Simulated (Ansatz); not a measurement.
# AlBH2 (triplet): correlated methods under varied settings at distance Al2–H4 = 4.185 Å

Aim: run AlBH2 (triplet) at one geometry under a spread of methods and options, and see what each costs and gives.

The runs use Ansatz 0.2.0, Gaussian basis; the settings change from run to run.

29 further runs of the same task are left out: 2 for a mislabelled method, 21 that didn't finish, 6 set aside as unsound or not needed.

## Step 1: The system

The geometry derives from a PBE0/def2-TZVP stationary point (not a proven minimum). One bond is set to the value named and the two fragments are kept rigid.

4 atoms, charge 0, spin multiplicity 3.

Atoms are counted from 1 here; the program's logs count them from 0.

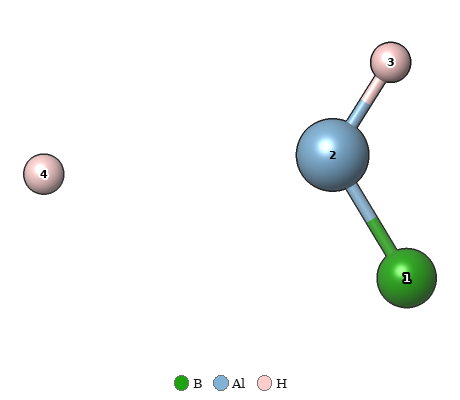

The structure; boron green, aluminium light blue, hydrogen pink; atoms are numbered from 1 in the order of the file.

## Step 2: CASCI(6,7)/6-31G

in.yaml reads:

```yaml
crystal:
  periodic: [false, false, false]
  atoms:
    - {symbol: B, position_ang: [0.000000, -0.058642, 1.581057]}
    - {symbol: Al, position_ang: [0.000000, -0.058642, -0.498271]}
    - {symbol: H, position_ang: [0.000000, -1.469969, -1.218778]}
    - {symbol: H, position_ang: [0.000000, 3.668724, -2.401156]}
basis:
  gaussian: {orbitals: 6-31G}
magnetization: {spin_polarized: false, initial_magnetization: 2}
correlation: {active_space: {window: {electrons: 6, orbitals: 7}, fixed_orbitals: true, states: [{multiplicity: 3, weights: [1, 0.5, 0.5, 0.5]}, {multiplicity: 5, weights: [1]}], root: 1}}
accuracy: high
output: {forces: true}
```

Started as:

```bash
$ ansatz run in.yaml --threads 1 --pin off --events-out ev --progress --plain --max-ram 2393MiB
```

What it wrote (excerpt; [...] marks lines left out):

```text
Functional definition: HF
  name "HF"
  cite "Fock, Z. Phys. 61, 126 (1930) doi:10.1007/BF01340294"
  parent pbe
[...]
582 factors; integrals over basis functions are off by at most 3.8e-9 eV
[...]
mean field -7277.54355461 eV, -267.4447927359 hartree, gradient 2.2e-8 eV, S^2 2.000000; 14 other end points of the search recorded, 0 dependent functions left out
reference -7277.54355461 eV, -267.4447927359 hartree; 11, 9 occupied and 15, 17 virtual orbitals, 582 factors
state -7278.38471192 eV, -267.4757046968 hartree
state -7278.33289069 eV, -267.4738003017 hartree
state -7278.29456714 eV, -267.4723919370 hartree
state -7277.11145364 eV, -267.4289133180 hartree
state -7278.26609968 eV, -267.4713457773 hartree
[...]
Total energy: -7278.33289069 eV, -267.4738003017 hartree
Atom 0 at     0.000000    -0.058642     1.581057 Å, force    -0.000000     0.103366     1.109073 eV/Å
Atom 1 at     0.000000    -0.058642    -0.498271 Å, force    -0.000000     0.227528    -0.762020 eV/Å
Atom 2 at     0.000000    -1.469969    -1.218778 Å, force     0.000000    -0.334804    -0.339058 eV/Å
Atom 3 at     0.000000     3.668724    -2.401156 Å, force     0.000000     0.003910    -0.007995 eV/Å
Dipole moment:    -0.000000     0.056666    -0.167481 e Å
```

Wall time 1.1 s (1 thread of Arm Neoverse V1, shared host).

From the report: 600 determinants; active occupations (of the averaged states) 1.99, 1.30, 1.00, 0.79, 0.70, 0.20, 0.02.

## Step 3: MP2 on ROHF/cc-pVDZ

in.yaml reads:

```yaml
crystal:
  periodic: [false, false, false]
  atoms:
    - {symbol: B, position_ang: [0.000000, -0.058642, 1.581057]}
    - {symbol: Al, position_ang: [0.000000, -0.058642, -0.498271]}
    - {symbol: H, position_ang: [0.000000, -1.469969, -1.218778]}
    - {symbol: H, position_ang: [0.000000, 3.668724, -2.401156]}
basis:
  gaussian: {orbitals: cc-pVDZ}
magnetization: {spin_polarized: false, initial_magnetization: 2}
correlation: {method: mp2, electrons: outside_noble_gas}
output: {forces: true}
```

The command is unchanged.

What it wrote (excerpt; [...] marks lines left out):

```text
Functional definition: HF
  name "HF"
  cite "Fock, Z. Phys. 61, 126 (1930) doi:10.1007/BF01340294"
  parent pbe
[...]
401 factors; integrals over basis functions are off by at most 9.6e-4 eV
[...]
mean field -7278.65834364 eV, -267.4857604770 hartree, gradient 2.3e-6 eV, S^2 2.000000; 15 other end points of the search recorded, 0 dependent functions left out
[...]
unrestricted determinant -7279.70883019 eV, -267.5243651457 hartree, S^2 2.9017
6 core orbitals not correlated: weight in the atoms' cores, before any rotation towards them, 1.000 or more for the frozen orbitals, at most 0.000 for the correlated occupied ones
reference -7278.65834364 eV, -267.4857604770 hartree; 5, 3 occupied and 31, 33 virtual orbitals, 401 factors
second order -3.04529003 eV of doubles, -0.06185814 eV of singles
[...]
Total energy: -7281.76549181 eV, -267.5999460662 hartree
Atom 0 at     0.000000    -0.058642     1.581057 Å, force     0.000000     0.114143     1.184006 eV/Å
Atom 1 at     0.000000    -0.058642    -0.498271 Å, force    -0.000000     0.071418    -0.908665 eV/Å
Atom 2 at     0.000000    -1.469969    -1.218778 Å, force     0.000000    -0.194517    -0.269863 eV/Å
Atom 3 at     0.000000     3.668724    -2.401156 Å, force    -0.000000     0.008955    -0.005479 eV/Å
Dipole moment:     0.000000     0.077140    -0.301597 e Å
```

Run time: 1.6 s. Hardware: 1 thread of Arm Neoverse V1, shared host.

## Step 4: MRCISD+Q(14,8)/6-31G

in.yaml, as its differences from that of step 3:

```diff
@@ -8,5 +8,6 @@
 basis:
-  gaussian: {orbitals: cc-pVDZ}
+  gaussian: {orbitals: 6-31G}
 magnetization: {spin_polarized: false, initial_magnetization: 2}
-correlation: {method: mp2, electrons: outside_noble_gas}
-output: {forces: true}
+correlation: {method: fic_mrcisd_q, electrons: all, active_space: {window: {electrons: 14, orbitals: 8}, states: [{multiplicity: 3, weights: [0.5, 1]}]}}
+accuracy: high
+scf: {lower_state_search: off}
```

Launched as before.

What it wrote (excerpt; [...] marks lines left out):

```text
Functional definition: HF
  name "HF"
  cite "Fock, Z. Phys. 61, 126 (1930) doi:10.1007/BF01340294"
  parent pbe
[...]
582 factors; integrals over basis functions are off by at most 3.8e-9 eV
[...]
mean field -7277.26524566 eV, -267.4345650706 hartree, gradient 2.5e-8 eV, S^2 2.000000; 0 other end points of the search recorded, 0 dependent functions left out
reference -7277.26524566 eV, -267.4345650706 hartree; 11, 9 occupied and 15, 17 virtual orbitals, 582 factors
state -7277.31552160 eV, -267.4364126770 hartree
state -7275.82586641 eV, -267.3816688588 hartree
contracted CI cycle   1: correlation 0.00000000 eV, 0.0000000000 hartree, residual 1.05e1 eV
contracted CI cycle   2: correlation -2.56418770 eV, -0.0942321597 hartree, residual 3.59e0 eV
contracted CI cycle   3: correlation -2.89804390 eV, -0.1065011488 hartree, residual 1.60e0 eV
contracted CI cycle   4: correlation -2.94996780 eV, -0.1084093171 hartree, residual 7.75e-1 eV
[...]
contracted CI cycle  32: correlation -3.09252532 eV, -0.1136482092 hartree, residual 3.54e-5 eV
contracted CI cycle  33: correlation -3.09252532 eV, -0.1136482092 hartree, residual 2.23e-5 eV
contracted CI cycle  34: correlation -3.09252532 eV, -0.1136482092 hartree, residual 1.41e-5 eV
contracted CI cycle  35: correlation -3.09252532 eV, -0.1136482092 hartree, residual 8.46e-6 eV
contracted CI cycle  36: correlation -3.09252532 eV, -0.1136482092 hartree, residual 3.85e-6 eV
contracted CI cycle  37: correlation -3.09252532 eV, -0.1136482092 hartree, residual 1.92e-6 eV
contracted CI cycle  38: correlation -3.09252532 eV, -0.1136482092 hartree, residual 9.99e-7 eV
state -7275.82586641 eV, -267.3816688588 hartree; corrected -7279.70221790 eV, -267.5241221483 hartree
WARN: 5 active orbitals are nearly empty or full. The corrections depend on them more than the energy does, and are more stable in an active space without them
Total energy: -7280.05769547 eV, -267.5371857082 hartree
Checks for a lower state left out: stability, starts, cluster_reference, orbital_swaps, neighbouring_geometries, increment
```

It took 7.5 s on 1 thread of Arm Neoverse V1, shared host; peak memory 0.27 GiB.

From the report: 64 determinants; active occupations (of the averaged states) 2.00, 2.00, 2.00, 2.00, 2.00, 1.67, 1.33, 1.00. The report marks this result as in doubt.

## Step 5: CCSDT on UHF/6-31G

in.yaml reads:

```yaml
crystal:
  periodic: [false, false, false]
  atoms:
    - {symbol: B, position_ang: [0.000000, -0.058642, 1.581057]}
    - {symbol: Al, position_ang: [0.000000, -0.058642, -0.498271]}
    - {symbol: H, position_ang: [0.000000, -1.469969, -1.218778]}
    - {symbol: H, position_ang: [0.000000, 3.668724, -2.401156]}
basis:
  gaussian: {orbitals: 6-31G}
magnetization: {spin_polarized: true, initial_magnetization: 2}
correlation: {method: ccsdt, electrons: valence}
output: {forces: true}
```

Same command.

What it wrote (excerpt; [...] marks lines left out):

```text
Functional definition: HF
  name "HF"
  cite "Fock, Z. Phys. 61, 126 (1930) doi:10.1007/BF01340294"
  parent pbe
[...]
557 factors; integrals over basis functions are off by at most 1.6e-7 eV
[...]
mean field -7278.53256769 eV, -267.4811382960 hartree, gradient 2.4e-6 eV, S^2 3.002998; 32 other end points of the search recorded, 0 dependent functions left out
determinant -7278.53256769 eV, -267.4811382960 hartree, with singles and doubles -7280.54919609 eV, -267.5552480228 hartree
determinant -7278.53170780 eV, -267.4811066956 hartree, with singles and doubles -7280.57636503 eV, -267.5562464629 hartree
determinant -7278.21974863 eV, -267.4696424075 hartree, with singles and doubles -7280.33404778 eV, -267.5473414684 hartree
determinant -7278.09485414 eV, -267.4650526197 hartree, with singles and doubles -7280.36798762 eV, -267.5485887345 hartree
[...]
6 core orbitals not correlated: weight in the atoms' cores, before any rotation towards them, 1.000 or more for the frozen orbitals, at most 0.000 for the correlated occupied ones
reference -7278.53170780 eV, -267.4811066956 hartree; 5, 3 occupied and 15, 17 virtual orbitals, 557 factors
second order -1.26895568 eV of doubles, -0.00000000 eV of singles
cycle   1  -1.63830090 eV  change   -3.7e-1 eV  update   7.6e-2
[...]
cycle  13  -2.24114823 eV  change   -3.1e-7 eV  update   1.2e-7
[...]
Total energy: -7280.77285603 eV, -267.5634673740 hartree
Atom 0 at     0.000000    -0.058642     1.581057 Å, force     0.000000    -0.043916     0.839437 eV/Å
Atom 1 at     0.000000    -0.058642    -0.498271 Å, force    -0.000000     0.867796    -0.496565 eV/Å
Atom 2 at     0.000000    -1.469969    -1.218778 Å, force    -0.000000    -0.809834    -0.349683 eV/Å
Atom 3 at     0.000000     3.668724    -2.401156 Å, force     0.000000    -0.014047     0.006811 eV/Å
Dipole moment:     0.000000     0.153633    -0.110818 e Å
```

It took 22 s on 1 thread of Arm Neoverse V1, shared host.

From the report: ⟨S²⟩ of the determinant 2.897 (pure triplet: 2.00); correlation -2.2411 eV; T1 0.105; largest double amplitude 0.19. The determinant is far from a pure spin state, so its energy mixes those of several spin states (harmless only where they are near-degenerate, as at dissociation).

## Step 6: CCSDT(Q)/6-31G

in.yaml, as its differences from that of step 5:

```diff
@@ -9,4 +9,5 @@
   gaussian: {orbitals: 6-31G}
-magnetization: {spin_polarized: true, initial_magnetization: 2}
-correlation: {method: ccsdt, electrons: valence}
-output: {forces: true}
+magnetization: {spin_polarized: false, initial_magnetization: 2}
+hamiltonian: {xc: {name: B3LYP}}
+correlation: {method: ccsdt_q, electrons: outside_noble_gas, diis_vectors: 4}
+accuracy: high
```

Launched as before.

What it wrote (excerpt; [...] marks lines left out):

```text
Functional definition: B3LYP
  name "B3LYP"
  cite "Stephens, Devlin, Chabalowski & Frisch, J. Phys. Chem. 98, 11623 (1994) doi:10.1021/j100096a001"
  cite "Becke, Phys. Rev. A 38, 3098 (1988) doi:10.1103/PhysRevA.38.3098"
  cite "Lee, Yang & Parr, Phys. Rev. B 37, 785 (1988) doi:10.1103/PhysRevB.37.785"
  cite "Vosko, Wilk & Nusair, Can. J. Phys. 58, 1200 (1980) doi:10.1139/p80-159"
[...]
582 factors; integrals over basis functions are off by at most 3.8e-9 eV
[...]
mean field -7297.09713324 eV, -268.1633734965 hartree, gradient 1.3e-8 eV, S^2 2.000000; 9 other end points of the search recorded, 0 dependent functions left out
[...]
unrestricted determinant -7278.53170782 eV, -267.4811066964 hartree, S^2 2.8970
6 core orbitals not correlated: weight in the atoms' cores, before any rotation towards them, 1.000 or more for the frozen orbitals, at most 0.000 for the correlated occupied ones
reference -7276.93846646 eV, -267.4225561563 hartree; 5, 3 occupied and 15, 17 virtual orbitals, 582 factors
second order -2.61791536 eV of doubles, -0.19003856 eV of singles
cycle   1  -3.12471120 eV  change   -3.2e-1 eV  update   1.2e-1
[...]
cycle 103  -3.77529120 eV  change  -4.8e-10 eV  update  6.3e-10
perturbative correction -0.01842982 eV, -0.0006772834 hartree
Total energy: -7280.73218748 eV, -267.5619728322 hartree
```

Wall time 23 s (1 thread of Arm Neoverse V1, shared host).

From the report: correlation -3.7937 eV; T1 0.045; largest double amplitude 0.29. The orbitals are Kohn-Sham ones, so correlation energy and T1 don't compare with those on Hartree-Fock orbitals.

## Step 7: HF/6-31G

in.yaml reads:

```yaml
crystal:
  periodic: [false, false, false]
  atoms:
    - {symbol: B, position_ang: [0.000000, -0.058642, 1.581057]}
    - {symbol: Al, position_ang: [0.000000, -0.058642, -0.498271]}
    - {symbol: H, position_ang: [0.000000, -1.469969, -1.218778]}
    - {symbol: H, position_ang: [0.000000, 3.668724, -2.401156]}
basis:
  gaussian: {orbitals: 6-31G, fitting: {mean_field: def2-universal-jkfit}}
magnetization: {spin_polarized: true, initial_magnetization: 2}
hamiltonian: {xc: hf}
output: {orbitals: {seedname: orbitals}}
```

The command is unchanged.

What it wrote (excerpt; [...] marks lines left out):

```text
Functional definition: HF
  name "HF"
  cite "Fock, Z. Phys. 61, 126 (1930) doi:10.1007/BF01340294"
  parent pbe
[...]
239 factors; integrals over basis functions are off by at most 2.0e-1 eV
[...]
mean field -7278.53222925 eV, -267.4811258588 hartree, gradient 4.4e-6 eV, S^2 3.002995; 8 other end points of the search recorded, 0 dependent functions left out
reference -7278.53222925 eV, -267.4811258588 hartree; 11, 9 occupied and 15, 17 virtual orbitals, 239 factors
Total energy: -7278.53222925 eV, -267.4811258588 hartree
```

It took 0.69 s on 1 thread of Arm Neoverse V1, shared host.

From the report: ⟨S²⟩ of the determinant 3.003 (pure triplet: 2.00). The determinant is far from a pure spin state, so its energy mixes those of several spin states (harmless only where they are near-degenerate, as at dissociation).

## Step 8: CASCI(4,6)/6-31G

in.yaml reads:

```yaml
crystal:
  periodic: [false, false, false]
  atoms:
    - {symbol: B, position_ang: [0.000000, -0.058642, 1.581057]}
    - {symbol: Al, position_ang: [0.000000, -0.058642, -0.498271]}
    - {symbol: H, position_ang: [0.000000, -1.469969, -1.218778]}
    - {symbol: H, position_ang: [0.000000, 3.668724, -2.401156]}
basis:
  gaussian: {orbitals: 6-31G}
magnetization: {spin_polarized: false, initial_magnetization: 2}
hamiltonian: {pseudopotentials: {relativity: none}}
correlation: {active_space: {window: {electrons: 4, orbitals: 6}, fixed_orbitals: true}}
```

The command is unchanged.

What it wrote (excerpt; [...] marks lines left out):

```text
Functional definition: HF
  name "HF"
  cite "Fock, Z. Phys. 61, 126 (1930) doi:10.1007/BF01340294"
  parent pbe
[...]
329 factors; integrals over basis functions are off by at most 1.5e-4 eV
[...]
mean field -7277.54348137 eV, -267.4447900442 hartree, gradient 1.8e-6 eV, S^2 2.000000; 13 other end points of the search recorded, 0 dependent functions left out
reference -7277.54348137 eV, -267.4447900442 hartree; 11, 9 occupied and 15, 17 virtual orbitals, 329 factors
state -7278.20909819 eV, -267.4692510110 hartree
Total energy: -7278.20909819 eV, -267.4692510110 hartree
```

Run time: 0.6 s. Hardware: 1 thread of Arm Neoverse V1, shared host.

From the report: 113 determinants; active occupations 1.83, 1.00, 1.00, 0.15, 0.02, 0.00.

## Step 9: MP2 on UHF/cc-pVDZ

in.yaml reads:

```yaml
crystal:
  periodic: [false, false, false]
  atoms:
    - {symbol: B, position_ang: [0.000000, -0.058642, 1.581057]}
    - {symbol: Al, position_ang: [0.000000, -0.058642, -0.498271]}
    - {symbol: H, position_ang: [0.000000, -1.469969, -1.218778]}
    - {symbol: H, position_ang: [0.000000, 3.668724, -2.401156]}
basis:
  gaussian: {orbitals: cc-pVDZ, point_charges: [{charge: -1.00, position_ang: [4.839, -0.343, 0.224]}]}
magnetization: {spin_polarized: true, initial_magnetization: 2}
correlation: {method: mp2, electrons: all}
```

Same command.

What it wrote (excerpt; [...] marks lines left out):

```text
Functional definition: HF
  name "HF"
  cite "Fock, Z. Phys. 61, 126 (1930) doi:10.1007/BF01340294"
  parent pbe
[...]
401 factors; integrals over basis functions are off by at most 9.6e-4 eV
[...]
mean field -7279.84921771 eV, -267.5295242919 hartree, gradient 2.5e-6 eV, S^2 2.902873; 12 other end points of the search recorded, 0 dependent functions left out
reference -7279.84921771 eV, -267.5295242919 hartree; 11, 9 occupied and 31, 33 virtual orbitals, 401 factors
second order -2.41096724 eV of doubles, -0.00000000 eV of singles
Total energy: -7282.26018495 eV, -267.6181257036 hartree
```

It took 1.4 s on 1 thread of Arm Neoverse V1, shared host.

From the report: ⟨S²⟩ of the determinant 2.903 (pure triplet: 2.00). The determinant is far from a pure spin state, so its energy mixes those of several spin states (harmless only where they are near-degenerate, as at dissociation).

## Step 10: CCSDT on UHF/6-31G

in.yaml, as its differences from that of step 9:

```diff
@@ -8,4 +8,4 @@
 basis:
-  gaussian: {orbitals: cc-pVDZ, point_charges: [{charge: -1.00, position_ang: [4.839, -0.343, 0.224]}]}
+  gaussian: {orbitals: 6-31G}
 magnetization: {spin_polarized: true, initial_magnetization: 2}
-correlation: {method: mp2, electrons: all}
+correlation: {method: ccsdt, electrons: outside_noble_gas, diis_vectors: 2}
```

Same command.

What it wrote (excerpt; [...] marks lines left out):

```text
Functional definition: HF
  name "HF"
  cite "Fock, Z. Phys. 61, 126 (1930) doi:10.1007/BF01340294"
  parent pbe
[...]
557 factors; integrals over basis functions are off by at most 1.6e-7 eV
[...]
mean field -7278.53256769 eV, -267.4811382960 hartree, gradient 2.4e-6 eV, S^2 3.002998; 32 other end points of the search recorded, 0 dependent functions left out
determinant -7278.53256769 eV, -267.4811382960 hartree, with singles and doubles -7280.54919609 eV, -267.5552480228 hartree
determinant -7278.53170780 eV, -267.4811066956 hartree, with singles and doubles -7280.57636503 eV, -267.5562464629 hartree
determinant -7278.21974863 eV, -267.4696424075 hartree, with singles and doubles -7280.33404778 eV, -267.5473414684 hartree
determinant -7278.09485414 eV, -267.4650526197 hartree, with singles and doubles -7280.36798762 eV, -267.5485887345 hartree
[...]
determinant -7278.06724858 eV, -267.4640381342 hartree, with singles and doubles -7280.50900364 eV, -267.5537709777 hartree
determinant -7278.00466285 eV, -267.4617381508 hartree, with singles and doubles -7280.40856873 eV, -267.5500800626 hartree
determinant -7277.58696653 eV, -267.4463880942 hartree, with singles and doubles -7280.43727529 eV, -267.5511350094 hartree
determinant -7277.27321563 eV, -267.4348579614 hartree, with singles and doubles -7280.57699785 eV, -267.5562697185 hartree
[...]
6 core orbitals not correlated: weight in the atoms' cores, before any rotation towards them, 1.000 or more for the frozen orbitals, at most 0.000 for the correlated occupied ones
reference -7278.53170780 eV, -267.4811066956 hartree; 5, 3 occupied and 15, 17 virtual orbitals, 557 factors
second order -1.26895568 eV of doubles, -0.00000000 eV of singles
cycle   1  -1.63830090 eV  change   -3.7e-1 eV  update   7.6e-2
[...]
cycle  16  -2.24114919 eV  change   -8.1e-7 eV  update   5.0e-7
Total energy: -7280.77285698 eV, -267.5634674091 hartree
```

Run time: 12 s. Hardware: 1 thread of Arm Neoverse V1, shared host.

From the report: ⟨S²⟩ of the determinant 2.897 (pure triplet: 2.00); correlation -2.2411 eV; T1 0.105; largest double amplitude 0.19. The determinant is far from a pure spin state, so its energy mixes those of several spin states (harmless only where they are near-degenerate, as at dissociation).

## Step 11: The runs in one table

Where basis and cores are those of an earlier FCI/6-31G run (-7280.7918 eV), and the state is the same kind, the miss against it is given. † marks a result that the program doubts.

```csv
level,correlated,functions,energy (eV),from FCI (meV),time
"CASCI(6,7)/6-31G (excited root 1 of an average)",,26,-7278.3329,,1.1 s
MP2 on ROHF/cc-pVDZ,outside noble gas,42,-7281.7655,,1.6 s
"MRCISD+Q(14,8)/6-31G (mean of several states) †",all,26,-7280.0577,,7.5 s
CCSDT on UHF/6-31G,valence,26,-7280.7729,19.0,22 s
CCSDT(Q)/6-31G (on B3LYP orbitals),outside noble gas,26,-7280.7322,59.6,23 s
HF/6-31G,,26,-7278.5322,2259.6,0.69 s
"CASCI(4,6)/6-31G",,26,-7278.2091,,0.6 s
MP2 on UHF/cc-pVDZ (beside a point charge),all,42,-7282.2602,,1.4 s
CCSDT on UHF/6-31G,outside noble gas,26,-7280.7729,18.9,12 s
```

## Step 12: What came out

| quantity | value |
| --- | --- |
| runs | 9 |
| quickest | CASCI(4,6)/6-31G, 0.6 s |
| slowest | CCSDT(Q)/6-31G (on B3LYP orbitals), 23 s |

What this shows: Total energies in different bases, with other cores or another treatment of relativity can't be set against each other. CCSDT(Q)/6-31G (on B3LYP orbitals) took 38 times as long as CASCI(4,6)/6-31G; the jobs differ in more than the method. Among the correlated runs with a miss given, it spans +19 to +60 meV. Hartree-Fock, CASSCF and CASCI lack dynamic correlation by design. Cores frozen from Kohn-Sham orbitals shift the total energy.
